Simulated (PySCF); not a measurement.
# What a change does: NMR shielding calculation on C₈H₉F

System: C₈H₉F.
Method of run A: GIAO PBE0/pcSseg-1 NMR shielding, non-relativistic, gas phase (PySCF 2.14.0).

The geometry comes from this level: PBE0-D3(BJ)/def2-SVP. Text and figures count atoms from 1; the logs count them from 0 in places.

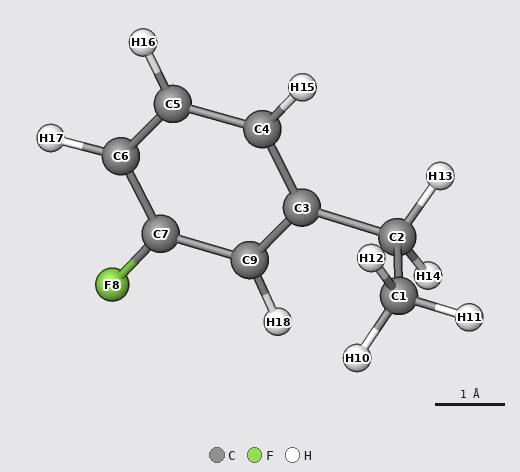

**Figure 1.** The input geometry (ball-and-stick view, seen at a tilt; atoms are numbered from 1 in the order of the input). Bond lengths as drawn: C–C 1.39 to 1.53 Å, C–F 1.33 Å and C–H 1.09 to 1.10 Å.

### Input, run A
```
{"job": {"kind": "nmr", "xc": "PBE0", "basis": "pcSseg-1"}, "charge": 0, "multiplicity": 1}
C     -2.531157     0.369041    -0.461523
C     -1.580697    -0.312860     0.519478
C     -0.141229     0.058080     0.281385
C      0.406280     1.217719     0.844765
C      1.724514     1.584152     0.581648
C      2.526429     0.802503    -0.247493
C      1.975857    -0.346214    -0.800699
F      2.727253    -1.111369    -1.592579
C      0.663263    -0.725737    -0.551353
H     -2.281569     0.105123    -1.500742
H     -3.574848     0.072550    -0.275982
H     -2.468508     1.464779    -0.375962
H     -1.858612    -0.042875     1.551264
H     -1.693313    -1.406236     0.443067
H     -0.209305     1.837837     1.501594
H      2.138697     2.489621     1.031420
H      3.562974     1.062683    -0.468025
H      0.281461    -1.640251    -1.011086
```

The first line tells a small driver script what to run in PySCF; the rest is the geometry in Å.

Command:
```bash
OMP_NUM_THREADS=1 python <driver script> task.json out
```

Hardware: 1 CPU thread, shared host.

### Output (run A)
```
coarse grid: 15360 points
cycle   1  E = -409.4802167895  dE =  1.334e+00  |g| = 5.269e-01  |ddm| = 3.981e+00
cycle   2  E = -409.4556848125  dE =  2.453e-02  |g| = 6.526e-01  |ddm| = 1.010e+00
cycle   3  E = -409.5383880800  dE = -8.270e-02  |g| = 9.801e-02  |ddm| = 5.497e-01
cycle   4  E = -409.5405593007  dE = -2.171e-03  |g| = 4.062e-02  |ddm| = 1.330e-01
cycle   5  E = -409.5409771433  dE = -4.178e-04  |g| = 1.122e-02  |ddm| = 4.607e-02
cycle   6  E = -409.5410052244  dE = -2.808e-05  |g| = 3.052e-03  |ddm| = 1.434e-02
cycle   7  E = -409.5410072617  dE = -2.037e-06  |g| = 8.572e-04  |ddm| = 3.653e-03
final grid: 149616 points
cycle   8  E = -409.6000219139  dE = -3.602e-05  |g| = 8.360e-03  |ddm| = 4.313e-02
cycle   9  E = -409.6000139010  dE =  8.013e-06  |g| = 1.052e-02  |ddm| = 1.816e-02
cycle  10  E = -409.6000395082  dE = -2.561e-05  |g| = 1.551e-03  |ddm| = 1.065e-02
cycle  11  E = -409.6000399861  dE = -4.779e-07  |g| = 2.871e-04  |ddm| = 1.635e-03
cycle  12  E = -409.6000400031  dE = -1.701e-08  |g| = 1.481e-04  |ddm| = 3.748e-04
cycle  13  E = -409.6000400082  dE = -5.051e-09  |g| = 2.549e-05  |ddm| = 1.536e-04
cycle  14  E = -409.6000400083  dE = -1.377e-10  |g| = 8.436e-06  |ddm| = 2.900e-05
converged SCF energy = -409.6000400083

GIAO shielding tensors (ppm)
atom      isotropic    diamagn.    paramagn.     s11        s22        s33       span
  0 C      163.457     245.827     -82.369    152.144    154.248    183.980     31.836
  1 C      151.013     245.036     -94.023    137.353    144.358    171.328     33.976
  2 C       31.091     261.594    -230.504    -61.745    -14.093    169.110    230.855
  3 C       55.874     251.957    -196.083    -46.534     48.896    165.260    211.794
  4 C       48.882     255.718    -206.836    -58.558     33.128    172.076    230.634
  5 C       66.597     257.235    -190.638    -18.040     50.992    166.838    184.879
  6 C       13.782     253.825    -240.043    -75.872     30.686     86.533    162.404
  7 F      288.802     477.540    -188.738    214.188    290.549    361.669    147.481
  8 C       63.849     253.812    -189.963    -17.672     55.936    153.284    170.956
  9 H       30.189      29.486       0.703     25.764     29.637     35.165      9.401
 10 H       29.949      27.188       2.761     26.045     26.283     37.518     11.473
 11 H       30.172      29.353       0.819     25.686     29.516     35.313      9.627
 12 H       28.727      30.657      -1.930     24.654     27.752     33.776      9.122
 13 H       28.873      30.874      -2.002     24.455     28.381     33.781      9.326
 14 H       24.219      32.949      -8.730     20.673     23.488     28.497      7.824
 15 H       23.878      29.647      -5.769     20.440     24.731     26.464      6.024
 16 H       24.279      28.692      -4.413     20.786     25.140     26.911      6.125
 17 H       24.301      32.524      -8.223     20.517     23.523     28.863      8.346
```

The input of run B differs as follows (lines with − go, lines with + come):
```diff
-"xc": "PBE0"
+"xc": "wB97X-D"
+"pop": false
```

Predict how the results change.

The total energies belong to different methods, so their difference says nothing on which is more stable or more accurate. The HOMO goes from −7.06 to −8.84 eV. The LUMO goes from −0.43 to 1.30 eV. The dipole moment goes from 1.73 to 1.78 D. Of all shieldings, the largest change is that of F8, by +8.2 ppm. The functional changes from PBE0 to wB97X-D. The SCF takes 13 iterations against 14.

### Output (run B)
```
coarse grid: 15360 points
cycle   1  E = -409.8110262954  dE =  1.700e+00  |g| = 5.054e-01  |ddm| = 3.951e+00
cycle   2  E = -409.8242116616  dE = -1.319e-02  |g| = 5.122e-01  |ddm| = 7.927e-01
cycle   3  E = -409.8645132007  dE = -4.030e-02  |g| = 5.664e-02  |ddm| = 3.635e-01
cycle   4  E = -409.8650921962  dE = -5.790e-04  |g| = 2.579e-02  |ddm| = 6.719e-02
cycle   5  E = -409.8652437150  dE = -1.515e-04  |g| = 4.707e-03  |ddm| = 3.044e-02
cycle   6  E = -409.8652488715  dE = -5.156e-06  |g| = 1.159e-03  |ddm| = 5.696e-03
final grid: 149616 points
cycle   7  E = -409.9308610736  dE = -2.561e-04  |g| = 6.167e-03  |ddm| = 6.913e-02
cycle   8  E = -409.9308642902  dE = -3.217e-06  |g| = 5.643e-03  |ddm| = 1.351e-02
cycle   9  E = -409.9308695299  dE = -5.240e-06  |g| = 8.086e-04  |ddm| = 4.755e-03
cycle  10  E = -409.9308696474  dE = -1.174e-07  |g| = 3.395e-04  |ddm| = 1.398e-03
cycle  11  E = -409.9308696719  dE = -2.459e-08  |g| = 5.239e-05  |ddm| = 3.394e-04
cycle  12  E = -409.9308696731  dE = -1.192e-09  |g| = 2.495e-05  |ddm| = 1.175e-04
cycle  13  E = -409.9308696734  dE = -2.175e-10  |g| = 9.349e-06  |ddm| = 4.672e-05
converged SCF energy = -409.9308696734

GIAO shielding tensors (ppm)
atom      isotropic    diamagn.    paramagn.     s11        s22        s33       span
  0 C      163.479     245.599     -82.120    152.094    154.760    183.583     31.488
  1 C      152.004     245.010     -93.006    138.036    145.917    172.058     34.022
  2 C       29.689     262.040    -232.351    -66.080    -14.601    169.746    235.826
  3 C       54.995     252.871    -197.877    -49.297     48.797    165.485    214.782
  4 C       47.512     256.239    -208.727    -62.395     32.223    172.707    235.101
  5 C       65.673     257.923    -192.250    -20.392     50.565    166.845    187.237
  6 C       12.409     254.304    -241.895    -80.376     31.222     86.382    166.758
  7 F      296.961     477.686    -180.726    224.724    300.073    366.085    141.362
  8 C       62.902     254.894    -191.992    -20.061     55.450    153.316    173.376
  9 H       30.287      29.661       0.626     25.845     29.744     35.273      9.428
 10 H       30.070      27.220       2.850     26.172     26.407     37.629     11.457
 11 H       30.270      29.499       0.771     25.773     29.624     35.413      9.640
 12 H       28.896      30.790      -1.895     24.831     27.911     33.945      9.114
 13 H       29.027      31.033      -2.006     24.604     28.530     33.946      9.342
 14 H       24.320      33.050      -8.730     20.784     23.568     28.608      7.824
 15 H       23.973      29.646      -5.672     20.604     24.757     26.558      5.954
 16 H       24.376      28.638      -4.262     20.887     25.218     27.024      6.136
 17 H       24.388      32.643      -8.255     20.596     23.594     28.975      8.379
```

### The two runs side by side

```tsv
quantity	run A	run B
outcome	converged	converged
total energy (hartree)	−409.600040	−409.930870
HOMO (eV)	−7.06	−8.84
LUMO (eV)	−0.43	1.30
dipole moment (D)	1.73	1.78
shielding of C2 (ppm)	151.0	152.0
shielding of C3 (ppm)	31.1	29.7
shielding of C5 (ppm)	48.9	47.5
shielding of C6 (ppm)	66.6	65.7
shielding of C7 (ppm)	13.8	12.4
shielding of F8 (ppm)	288.8	297.0
shielding of C9 (ppm)	63.8	62.9
SCF iterations	14	13
basis functions	198	198
wall time (shared host)	2.3 min	1.8 min
```
